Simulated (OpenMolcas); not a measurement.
# Sm³⁺ among point charges: CASSCF levels and susceptibility

Aim: the splitting of the states of Sm³⁺ in the field of 12 point charges, its lowest levels with spin-orbit coupling and its magnetic susceptibility.

The numbers are computed with OpenMolcas 26.06 (state-averaged CASSCF, spin-orbit coupling by RASSI with atomic mean-field integrals), except any that are marked as measured or tabulated.

### 1 Starting point

* Species: Sm³⁺ (samarium, Z = 62, 59 electrons)
* Basis: ANO-RCC-VDZP [7s6p4d2f1g], 68 functions
* Scalar Hamiltonian: DKH2, point nucleus
* Inactive shells: 1s 2s 2p 3s 3p 3d 4s 4p 4d 5s 5p
* Active space: 5 electrons in 7 orbitals (4f)
* Some configurations of this space: 4f⁵
* Orbitals: optimised for the highest spin of each parity, averaged over all roots

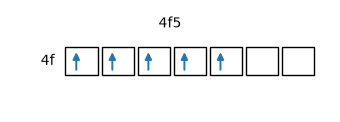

Occupation of the outer shells (arrows by Hund's rule).

The ion sits among 12 point charges of -2 e arranged as a cuboctahedron (Oh), 2.69 Å from the ion.

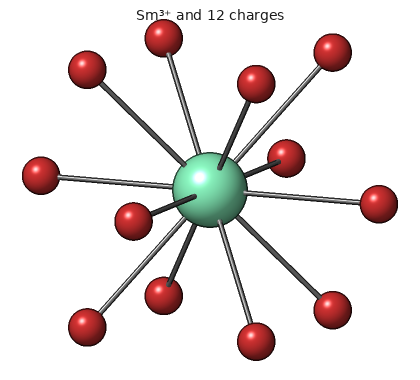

The ion and the point charges (red).

The work runs as a chain of OpenMolcas steps in one folder; each step below is one input file. Labels, J, g values, rates, χT and fits are worked out afterwards by a script from the matrices that RASSI stores. The input lists half of the charges; inversion (Group=XYZ) makes the rest.

### 2 GATEWAY and SEWARD: basis and integrals

a.inp reads:

```
&GATEWAY
Coord
1

Sm 0.0 0.0 0.0
Basis=ANO-RCC-VDZP
Group=XYZ
NoMove
AngMom=0.0 0.0 0.0
AMFI
XField
6 Angstrom 0
1.902117 1.902117 0.000000 -2.000000
1.902117 -1.902117 0.000000 -2.000000
0.000000 1.902117 1.902117 -2.000000
0.000000 1.902117 -1.902117 -2.000000
1.902117 0.000000 1.902117 -2.000000
1.902117 0.000000 -1.902117 -2.000000
&SEWARD
```

### 3 CASSCF: sextets of odd parity, 21 roots

a.inp reads:

```
&RASSCF
FileOrb=start.orb
Symmetry=2
Spin=6
nActEl=5 0 0
Inactive=15 12
Ras2=0 7
CIRoot=21 21 1
SDav=21
CIMx=300
Iter=120 100
PrWF=0.3
OrbListing=Nothing
MaxOrb=0
>>> COPY $Project.JobIph JOB001
```

start.orb holds the contracted functions of the basis, ordered by shell, or the orbitals of the step before.

### 4 CASSCF: quartets of odd parity, 162 roots

a.inp reads:

```
&RASSCF
FileOrb=start.orb
Symmetry=2
Spin=4
nActEl=5 0 0
Inactive=15 12
Ras2=0 7
CIRoot=162 162 1
SDav=224
CIMx=300
Iter=120 100
PrWF=0.3
OrbListing=Nothing
MaxOrb=0
CIOnly
>>> COPY $Project.JobIph JOB002
```

### 5 Reference wave functions, doublets of odd parity, 162 roots

a.inp reads:

```
&RASSCF
FileOrb=start.orb
Symmetry=2
Spin=2
nActEl=5 0 0
Inactive=15 12
Ras2=0 7
CIRoot=162 162 1
SDav=490
CIMx=300
Iter=120 100
PrWF=0.3
OrbListing=Nothing
MaxOrb=0
CIOnly
>>> COPY $Project.JobIph JOB003
```

### 6 State interaction with spin-orbit coupling

a.inp reads:

```
&RASSI
NrOfJobIphs=3 21 108 35
1 2 3 4 5 6 7 8 9 10 11 12 13 14 15 16 17 18 19 20 21
1 2 3 4 5 6 7 8 9 10 11 12 13 14 15 16 17 18 19 20 21 22 23 24 25 26 27
28 29 30 31 32 33 34 35 36 37 38 39 40 41 42 43 44 45 46 47 48 49 50 51
52 53 54 55 56 57 58 59 60 61 62 63 64 65 66 67 68 69 70 71 72 73 74 75
76 77 78 79 80 81 82 83 84 85 86 87 88 89 90 91 92 93 94 95 96 97 98 99
100 101 102 103 104 105 106 107 108
1 2 3 4 5 6 7 8 9 10 11 12 13 14 15 16 17 18 19 20 21 22 23 24 25 26 27
28 29 30 31 32 33 34 35
IphNames
JOB001
JOB002
JOB003
EJob
SpinOrbit
DIPRint=1.0
SOCoupling=1000.0
Subsets=2
Property=9
'ANGMOM' 1 'ANGMOM' 2 'ANGMOM' 3 'MLTPL  1' 1 'MLTPL  1' 2 'MLTPL  1' 3
'AMFI' 1 'AMFI' 2 'AMFI' 3
SOProperty=3
'ANGMOM' 1 'ANGMOM' 2 'ANGMOM' 3
```

Before running it: what results should come out? Wanted: spin-free ground state; first state of the same spin within the active space; lowest level; next level.

The runs gave:

| quantity | value |
| --- | --- |
| method | CASSCF |
| spin-free ground state | 6T1, 3-fold in its orbital part |
| first state of the same spin within the active space | 6T2 at 117 cm⁻¹ |
| lowest level | 4-fold Γ8 |
| next level | 48.1 cm⁻¹ |
| χT at 300 K | 0.31 cm³ K/mol |
| effective moment at 300 K | 1.56 μB |

In words: The spin-free ground state (6T1) comes to 100 % from free-ion H terms and keeps the highest spin of the shell. The quartets, doublets rest on orbitals optimised for another spin in at least one step, which raises them against the optimised states. Not all states of the active space went into the spin-orbit step. High states of lower spin are left out of the spin-orbit mixing, and CASSCF puts spin-flip levels too high. This is an electrostatic model: the charges have no orbitals.
